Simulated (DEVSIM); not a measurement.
Structure: Co/La2O3/SiO2/p-Si capacitor, at 300 K.

| layer (left to right) | material | thickness (nm) | Na (cm⁻³) |
|---|---|---|---|
| 1 | La2O3 | 11.0 | - |
| 2 | SiO2 | 0.550 | - |
| 3 | Si | 1200 | 2.4e17 |

Metal gate on the left, work function 5 eV. Fixed charge at the semiconductor interface 1.9e11 cm⁻² (in units of +e); no interface traps.

The device is made up for the run: typed textbook-type constants, with dimensions and the other settings drawn at random. Values at 300 K.

```tsv
parameter	La2O3	SiO2	Si
gap (eV)	5.8	9	1.124
affinity (eV)	1.8	0.9	4.05
permittivity	27	3.9	11.7
Nc (cm⁻³)	-	-	2.86e19
Nv (cm⁻³)	-	-	3.1e19
```

Simulated with DEVSIM: 1D Poisson equation in equilibrium, Boltzmann statistics, complete ionisation; no quantum confinement or tunnelling. Metal contacts follow the ideal Schottky-Mott rule: no Fermi-level pinning, no interface dipoles.

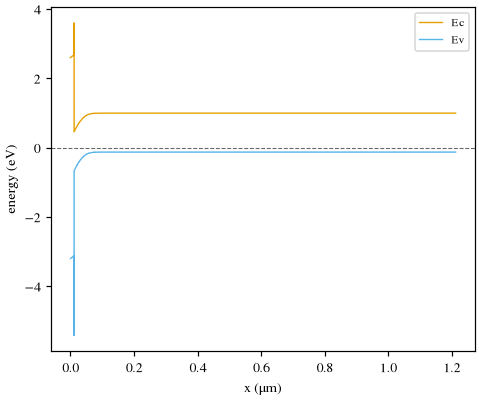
*Band edges at 0.6 V on the gate*

Energies count from the Fermi level of the right contact; mesh points crowd at the junctions.

| x (μm) | Ec (eV) | Ev (eV) | n (cm⁻³) | p (cm⁻³) | field (V/cm) |
|---|---|---|---|---|---|
| 0.000 | 2.600 | -3.200 | < 1e2 | < 1e2 | 72000 |
| 0.001180 | 2.608 | -3.192 | < 1e2 | < 1e2 | 72000 |
| 0.003428 | 2.625 | -3.175 | < 1e2 | < 1e2 | 72000 |
| 0.006839 | 2.649 | -3.151 | < 1e2 | < 1e2 | 72000 |
| 0.009942 | 2.672 | -3.128 | < 1e2 | < 1e2 | 72000 |
| 0.01104 | 3.582 | -5.418 | < 1e2 | < 1e2 | 500000 |
| 0.01148 | 3.603 | -5.397 | < 1e2 | < 1e2 | 500000 |
| 0.01329 | 0.490 | -0.634 | 1.7e11 | 6.9e8 | 190000 |
| 0.01670 | 0.552 | -0.572 | 1.5e10 | 7.7e9 | 180000 |
| 0.02367 | 0.666 | -0.458 | 1.8e8 | 6.4e11 | 150000 |
| 0.03835 | 0.848 | -0.276 | 160000 | 7.1e14 | 96000 |
| 0.08755 | 0.997 | -0.127 | 500 | 2.3e17 | 1300 |
| 0.1784 | 0.998 | -0.126 | 480 | 2.4e17 | ≈ 0 |
| 0.3641 | 0.998 | -0.126 | 480 | 2.4e17 | ≈ 0 |
| 0.8384 | 0.998 | -0.126 | 480 | 2.4e17 | ≈ 0 |
| 1.035 | 0.998 | -0.126 | 480 | 2.4e17 | ≈ 0 |
| 1.128 | 0.998 | -0.126 | 480 | 2.4e17 | ≈ 0 |
| 1.174 | 0.998 | -0.126 | 480 | 2.4e17 | ≈ 0 |
| 1.199 | 0.998 | -0.126 | 480 | 2.4e17 | ≈ 0 |
| 1.206 | 0.998 | -0.126 | 480 | 2.4e17 | ≈ 0 |
| 1.210 | 0.998 | -0.126 | 480 | 2.4e17 | ≈ 0 |
| 1.212 | 0.998 | -0.126 | 480 | 2.4e17 | ≈ 0 |
